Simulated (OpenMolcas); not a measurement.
# Excited-state calculation, with input and output: HBr (part 1 of 4)

System: HBr.
Method: CASPT2/ANO-R1, sfX2C (OpenMolcas 26.06).

Some settings of this run were made unusual or wrong on purpose. The geometry comes from this level: PBE0-D4/def2-TZVP.

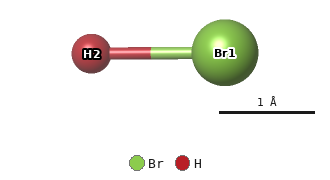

*The structure (ball-and-stick view, seen at a tilt; atoms are numbered from 1 in the order of the input).*

Bond lengths as drawn: Br–H 1.42 Å.

## What the run reported

- outcome: converged
- total energy: −2605.224588 hartree
- CASSCF energy: −2605.094901 hartree
- basis functions: 44
- hardware: 1 thread of Arm Neoverse V2, 24 GiB of memory available, shared host
- wall time: 3.9 s
- peak memory: 0.38 GiB

## Diagnosis

Some settings of this run were drawn to be unusual or wrong (rtypo set to NRoots=3 (from default)). It converged; results that depend on the unusual settings are not reference values.

## The input
```
&GATEWAY
  XBAS
  Br.ANO-R1
  H.ANO-R1
  End of Basis
  ZMAT
  Br1
  H2 1 1.420474
  End of ZMAT
  FINITE
  RX2C

&SEWARD

&RASSCF
  FILEORB
  $CurrDir/step2.RasOrb
  SPIN
  1
  NACTEL
  8 0 0
  INACTIVE
  14
  RAS2
  5
  CIROOT
  4 4 1
  ORBLISTING
  Nothing
  NRoots=3

&CASPT2
  MULTISTATE
  all
```

Launched with:
```bash
export MOLCAS_MEM=1860
pymolcas step16.input > step16.log
```

## Log
```
--- Start Module: gateway ---

                                              &GATEWAY

                       available to each process: 1.9 GB of memory, 1 thread

++    Symmetry information:
      ---------------------

                    Character Table for C1

                             E
                    a        1  x, y, xy, Rz, z, xz, Ry, yz, Rx, I
--

++    Basis set information:
      ----------------------

      Basis set label: BR.ANO-R...5S4P3D1F.

      Electronic valence basis set:
      ------------------
      Associated Effective Charge  35.000000 au
      Associated Actual Charge     35.000000 au
      Nuclear Model: Finite nucleus - Gaussian distribution
        Gaussian exponent, Xi/bohr**(-2):  2.43055E+08

      Shell  nPrim  nBasis  Cartesian Spherical Contaminant
         s      21       5        X
         p      15       4        X
         d       9       3                 X
         f       7       1                 X

      Basis set label: H.ANO-R...2S1P.

      Electronic valence basis set:
      ------------------
      Associated Effective Charge   1.000000 au
      Associated Actual Charge      1.000000 au
      Nuclear Model: Finite nucleus - Gaussian distribution
        Gaussian exponent, Xi/bohr**(-2):  2.12482E+09

      Shell  nPrim  nBasis  Cartesian Spherical Contaminant
         s       7       2        X
         p       4       1        X
--

++    Molecular structure info:
      -------------------------

                    ************************************************
                    **** Cartesian Coordinates / bohr, angstrom ****
                    ************************************************

     Center  Label                x              y              z                     x              y              z
        1      BR1              0.000000       0.000000       0.000000              0.000000       0.000000       0.000000
        2      H2               0.000000       0.000000       2.684307              0.000000       0.000000       1.420474
--

            Nuclear Potential Energy             13.03874789 au

--- Stop Module: gateway /rc=_RC_ALL_IS_WELL_ ---

--- Start Module: seward ---

                                              &SEWARD

                       available to each process: 1.9 GB of memory, 1 thread

               SEWARD will generate:
                  Multipole Moment integrals up to order  2
                  Kinetic Energy integrals
                  Nuclear Attraction integrals (finite nuclei - Gaussian type)
                  One-Electron Hamiltonian integrals
                  Velocity integrals
                  Relativistic X2C integrals
                  Orbital angular momentum around (  0.0000   0.0000   0.0338 )
                  Velocity quadrupole around (  0.0000   0.0000   0.0338 )
                  Two-Electron Repulsion integrals

                   Integrals are discarded if absolute value <: 1.00E-14
                   Integral cutoff threshold is set to       <: 1.00E-16

            Nuclear Potential Energy             13.03874789 au

      Basis set specifications :
      Symmetry species         a
      Basis functions           44

--- Stop Module: seward /rc=_RC_ALL_IS_WELL_ ---
--- Module seward spent 1 second ---

--- Start Module: rasscf ---

                                              &RASSCF

                       available to each process: 1.9 GB of memory, 1 thread

      Header of the ONEINT file:
      --------------------------

      OrdInt status: non-squared

      Cartesian coordinates in angstrom:
      -----------------------------------------------------
      No.  Label        X            Y            Z
      -----------------------------------------------------
       1   BR1        0.00000000   0.00000000   0.00000000
       2   H2         0.00000000   0.00000000   1.42047400
      -----------------------------------------------------
      Nuclear repulsion energy =   13.03874789

++    Wave function specifications:
      -----------------------------

      Number of closed shell electrons          28
      Number of electrons in active shells       8
      Max number of holes in RAS1 space          0
      Max nr of electrons in RAS3 space          0
      Number of inactive orbitals               14
      Number of active orbitals                  5
      Number of secondary orbitals              25
      Spin quantum number                      0.0
      State symmetry                             1
--

++    Orbital specifications:
      -----------------------

      Symmetry species                           1
                                                 a
      Frozen orbitals                            0
      Inactive orbitals                         14
      Active orbitals                            5
      RAS1 orbitals                              0
      RAS2 orbitals                              5
      RAS3 orbitals                              0
      Secondary orbitals                        25
      Deleted orbitals                           0
      Number of basis functions                 44
--

++    CI expansion specifications:
      ----------------------------

      Number of CSFs                            15
      Number of spin combinations               15
      Number of determinants                    25
      Number of root(s) required                 4
      Root chosen for geometry opt.              4
      CI roots used                              1     2     3     4
      weights                                0.250 0.250 0.250 0.250
      highest root included in the CI            4
      max. size of the explicit Hamiltonian     15
--

++    Optimization specifications:
      ----------------------------

      RASSCF algorithm: Conventional
      Maximum number of macro iterations       200
      Maximum number of SX iterations          100
      Threshold for RASSCF energy            1.000E-08
      Threshold for max MO rotation          1.000E-01
      Threshold for max BLB element          1.000E-04
      Level shift parameter                  5.000E-01
      Make Quasi-Newton update
--

      The MO-coefficients are taken from the file:
      step2.RasOrb
      Title: RASSCF average (pseudo-natural) orbitals

      Total molecular charge    0.00

      ************************************************************************************************************************
      *                                            Wave function control section                                             *
      ************************************************************************************************************************

                                         RASSCF iterations: Energy and convergence statistics
                                         ----------------------------------------------------

          iter iter root      energy       change     param      element    value   shift minimum  type update hh:mm:ss
 Nr of preliminary CI iterations:   1
      Total energies have been shifted. Add                -2000.00 au
        1   1    2    0  -604.85520468    0.00E+00  -1.28E-06   10  37 1 -1.92E-06   0.22   0.00    SX    NO    0:00:00
        2   1    2    0  -604.85520468   -3.18E-11   5.43E-07   10  37 1  9.03E-07   0.22   0.00    SX    NO    0:00:00
        3   1    2    0  -604.85520468    4.09E-12   2.34E-07   11  35 1 -3.42E-07   0.22   0.00    SX    NO    0:00:00
        4   1    2    0  -604.85520468   -4.55E-13  -1.01E-07   10  37 1  1.56E-07   0.22   0.00    SX    NO    0:00:00
      Convergence after  4 iterations
        5   1    2    0  -604.85520468    4.55E-12  -1.01E-07   11  35 1 -6.50E-08   0.22   0.00    SX    NO    0:00:00

      ************************************************************************************************************************
                                                      Wave function printout:
                       occupation of active orbitals, and spin coupling of open shells (u,d: Spin up or down)
      ************************************************************************************************************************

      Note: transformation to natural orbitals
      has been made, which may change the order of the CSFs.

      printout of CI-coefficients larger than  0.05 for root  1
      energy=   -2605.094901
      conf/sym  11111     Coeff  Weight
             1  22220   0.98775 0.97564
             7  2u22d   0.14400 0.02074

      printout of CI-coefficients larger than  0.05 for root  2
      energy=   -2604.842166
      conf/sym  11111     Coeff  Weight
             2  222ud  -0.29484 0.08693
             3  22u2d  -0.95382 0.90977

      printout of CI-coefficients larger than  0.05 for root  3
      energy=   -2604.842166
      conf/sym  11111     Coeff  Weight
             2  222ud   0.95382 0.90977
             3  22u2d  -0.29484 0.08693

      printout of CI-coefficients larger than  0.05 for root  4
      energy=   -2604.641586
      conf/sym  11111     Coeff  Weight
             1  22220  -0.14066 0.01979
             7  2u22d   0.98706 0.97430
            13  20222   0.05598 0.00313
            14  ud222  -0.05026 0.00253

      Natural orbitals and occupation numbers for root  1
      sym 1:   1.999620   1.993364   1.999593   1.999593   0.007831

      Natural orbitals and occupation numbers for root  2
      sym 1:   2.000000   2.000000   1.000000   2.000000   1.000000

      Natural orbitals and occupation numbers for root  3
      sym 1:   2.000000   2.000000   2.000000   1.000000   1.000000

      Natural orbitals and occupation numbers for root  4
      sym 1:   1.999898   1.120362   1.999943   1.999943   0.879853

      ************************************************************************************************************************
      *                                                    Final results                                                     *
      ************************************************************************************************************************

++    Final optimization conditions:
      ------------------------------

      Average CI energy                           -2604.85520468
      RASSCF energy for state  4                  -2604.64158596
      Super-CI energy                                -0.00000000
      RASSCF energy change                            0.00000000
      Max change in MO coefficients              -1.079E-07
      Max non-diagonal density matrix element    -1.012E-07
      Maximum BLB matrix element                 -6.496E-08
      (orbital pair  11,  35 in symmetry   1)
      Norm of electronic gradient            1.154E-01
--

      Final state energy(ies):
      ------------------------

::    RASSCF root number  1 Total energy:  -2605.09490102
::    RASSCF root number  2 Total energy:  -2604.84216587
::    RASSCF root number  3 Total energy:  -2604.84216587
::    RASSCF root number  4 Total energy:  -2604.64158596
      Von Neumann Entropy (Root   1) =  0.03695

      Mulliken population analysis for root number:  1
      -----------------------------------------------

++    Molecular charges:
      ------------------

      Mulliken charges per centre
      ---------------------------

                BR1     H2
      Total   35.1193  0.8807

      N-E     -0.1193  0.1193

      Total electronic charge=   36.000000

      Total            charge=   -0.000000
--

      Expectation values of various properties for root number:  1
      -----------------------------------------------------------

++    Molecular properties:
      ---------------------

      Charge (e):
                      =   -0.0000
      Dipole Moment (debye):
      Origin of the operator (angstrom)=    0.0000    0.0000    0.0179
                   X=  1.8355E-13               Y=  8.8689E-13               Z=  1.0853E+00           Total=  1.0853E+00
      Quadrupole Moment (debye*angstrom):
      Origin of the operator (angstrom)=    0.0000    0.0000    0.0179
                  XX= -1.9298E+01              XY= -2.2148E-13              XZ=  2.1136E-14              YY= -1.9298E+01
                  YZ=  3.6465E-13              ZZ= -1.4987E+01
      In traceless form (debye*angstrom)
                  XX= -2.1556E+00              XY= -3.3222E-13              XZ=  3.1705E-14              YY= -2.1556E+00
                  YZ=  5.4698E-13              ZZ=  4.3112E+00
--

      LoProp population analysis for root number:  1
      -----------------------------------------------

++    LoProp analysis:
      ----------------

++    Static properties:
      ------------------

      LoProp Charges per center

                   BR1      H2
      Nuclear     35.0000   1.0000
      Electronic -35.2088  -0.7912

      Total       -0.2088   0.2088
--

      Natural Bond Order analysis for root number:  1

++    Natural Bond Order analysis
      ---------------------------
      Based on LoProp computed density
      -------------------------------------------------------------------------------------
      Atom A       Atom B       Bond Order
        BR1          H2             0.763
      -------------------------------------------------------------------------------------
      NBO located      1.526 electrons involved in    1 bonds.
      NBO located      1.002 non-bonded electrons on atom BR1
      NBO located      0.999 non-bonded electrons on atom BR1
      NBO located      1.000 non-bonded electrons on atom BR1
      NBO located      1.003 non-bonded electrons on atom BR1
      NBO located      1.003 non-bonded electrons on atom BR1
      NBO located      1.000 non-bonded electrons on atom BR1
      NBO located      1.000 non-bonded electrons on atom BR1
      NBO located      1.000 non-bonded electrons on atom BR1
      NBO located      1.000 non-bonded electrons on atom BR1
      NBO located      1.000 non-bonded electrons on atom BR1
      NBO located      1.000 non-bonded electrons on atom BR1
      NBO located      1.000 non-bonded electrons on atom BR1
      NBO located      1.000 non-bonded electrons on atom BR1
      NBO located      1.000 non-bonded electrons on atom BR1
      NBO located      1.000 non-bonded electrons on atom BR1
      NBO located      1.000 non-bonded electrons on atom BR1
      The remaining    0.811 electrons are to be considered as diffuse
--

--

      Von Neumann Entropy (Root   2) =  1.00000

      Mulliken population analysis for root number:  2
      -----------------------------------------------

++    Molecular charges:
      ------------------

      Mulliken charges per centre
      ---------------------------

                BR1     H2
      Total   34.5814  1.4186

      N-E      0.4186 -0.4186

      Total electronic charge=   36.000000

      Total            charge=   -0.000000
--

      Expectation values of various properties for root number:  2
      -----------------------------------------------------------

++    Molecular properties:
      ---------------------
```
